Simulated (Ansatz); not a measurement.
## AlH₃Cl₂F₂: single-point calculation

The run: single-point calculation of AlH₃Cl₂F₂. Method and program: RKS PBE0-D4/def2-TZVPP (Ansatz 0.2.0).

The geometry is the product side of a reaction. The reaction was set up to form Al1–F6, H5–F8 and H2–H7 and to break Al1–H2, H5–F6 and H7–F8 (atoms counted from 1 in the order of the input); sticks are drawn by distance alone. The geometry comes from this level: PBE0-D4/def2-TZVP.

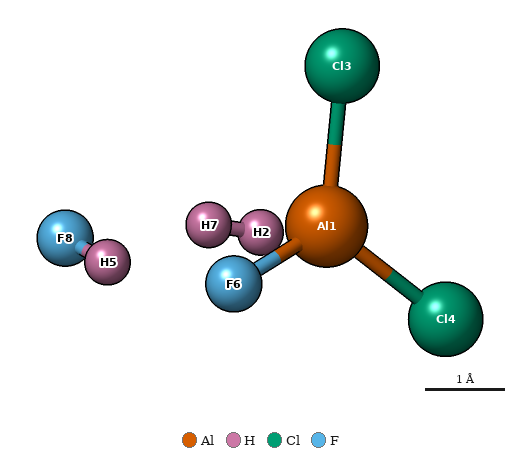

The structure (ball-and-stick view, seen at a tilt; atoms are numbered from 1 in the order of the input). Sticks mark near contacts.

### Key numbers

| quantity | value |
| --- | --- |
| outcome | converged |
| total energy | −37117.6283 eV |
| mean-field energy | −37117.4798 eV |
| dispersion energy | −0.1485 eV |
| SCF solution under orbital rotations | stable |
| HOMO | −9.61 eV |
| LUMO | −0.67 eV |
| hardware | 4 threads of Arm Neoverse V1, 23 GiB of memory available, shared host |
| wall time | 3.1 s (CPU time 12 s) |
| peak memory | 0.62 GiB |

### The input
```yaml
crystal:
  periodic: [false, false, false]
  atoms:
    - {symbol: Al, position_ang: [-0.840211, -0.606965, -0.270546]}
    - {symbol: H, position_ang: [-0.089068, 1.233067, -0.870401]}
    - {symbol: Cl, position_ang: [-0.003045, -1.816232, -1.725115]}
    - {symbol: Cl, position_ang: [-2.731229, 0.215662, -0.468956]}
    - {symbol: H, position_ang: [1.351843, 0.039155, 1.445736]}
    - {symbol: F, position_ang: [-0.205658, -0.713591, 1.261358]}
    - {symbol: H, position_ang: [0.521543, 1.039638, -0.453730]}
    - {symbol: F, position_ang: [1.995823, 0.609267, 1.081655]}
basis:
  gaussian: {orbitals: def2-TZVPP}
hamiltonian: {xc: pbe0, dispersion: d4}
output: {orbitals: {seedname: orbitals}}
```

Launch command:
```bash
ansatz run in.yaml --threads 4 --pin off --events-out ev --progress --plain --max-ram 9574MiB
```

### What the program printed
```
Functional definition: PBE0
  name "PBE0"
  cite "Adamo & Barone, J. Chem. Phys. 110, 6158 (1999) doi:10.1063/1.478522"
  cite "Perdew, Burke & Ernzerhof, Phys. Rev. Lett. 77, 3865 (1996) doi:10.1103/PhysRevLett.77.3865"
  parent pbe
  parameter a = 0.25
  parameter kappa = 0.804
  parameter beta = 0.06672455060314922
  exchange = (1 - a)*pbe_x(kappa = kappa, mu = beta*pi^2/3) + a*exact_x
  correlation = pbe_c(beta = beta)
1439 factors; their error is unknown
mean field evaluation 1: about -37114.1933 eV, gradient 4.7e1 eV
mean field evaluation 2: about -37111.0385 eV, gradient 6.9e1 eV
mean field evaluation 4: about -37117.3804 eV, gradient 1.8e0 eV
mean field evaluation 8: about -37117.4798 eV, gradient 3.0e-2 eV
mean field -37117.47977404 eV, -1364.0422225644 hartree, gradient 2.7e-5 eV, S^2 0.000000; 0 other end points of the search recorded, 0 dependent functions left out
reference -37117.47980322 eV, -1364.0422236369 hartree; 34, 34 occupied and 196, 196 virtual orbitals, 1439 factors
Total energy: -37117.62831931 eV, -1364.0476815026 hartree
```

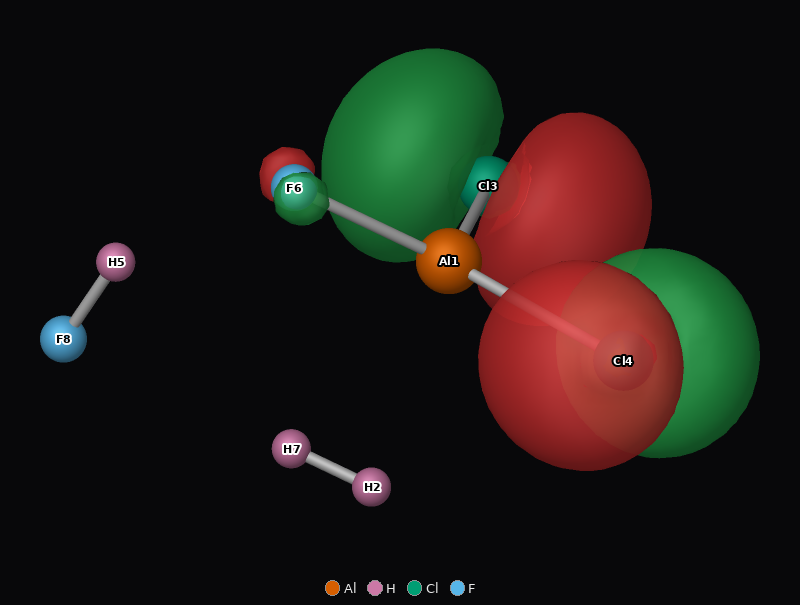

The HOMO at ±0.15 Å⁻³ᐟ² (green and red are the two phases), seen at a tilt. Its energy is −9.61 eV.

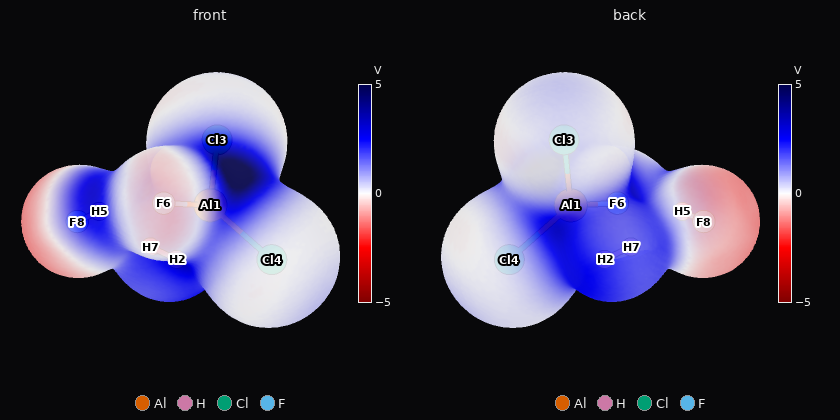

The molecular electrostatic potential painted on the density surface at 0.004 e/bohr³, seen face on and from behind; the colour scale runs from red (negative) to blue (positive).

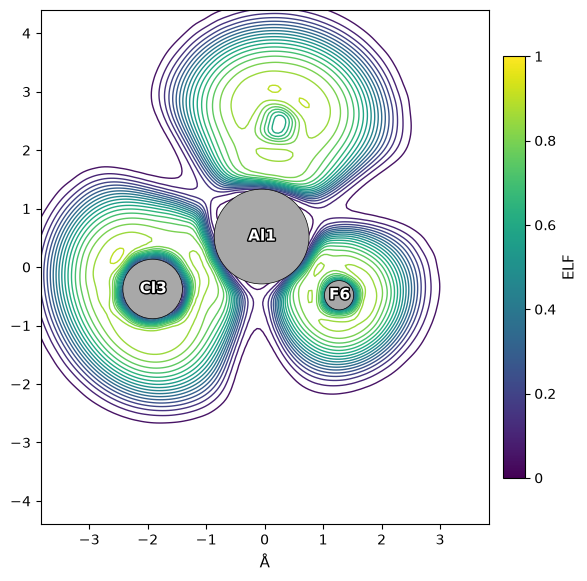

Electron localisation function on the plane of atoms Cl3, Al1 and F6. Grey discs, where drawn, cover atomic cores. Atoms in the plane: Al, Cl and F. Al–F (1.66 Å): the ELF peaks at about 0.85 in the valence shell of F, 0.5 Å from its nucleus, and is about 0.30 at the midpoint. Al–Cl (2.07 Å): the ELF peaks at about 0.85 in the valence shell of Cl, 0.9 Å from its nucleus, and is about 0.80 at the midpoint.

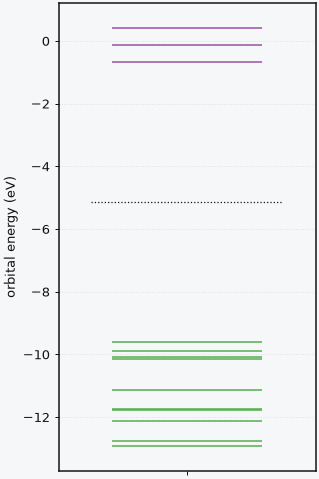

Orbital energies near the frontier; the dotted line parts filled from empty levels, and levels within 0.02 eV of each other stand side by side. Highest filled −9.61 eV, lowest empty −0.67 eV, 8.94 eV apart.
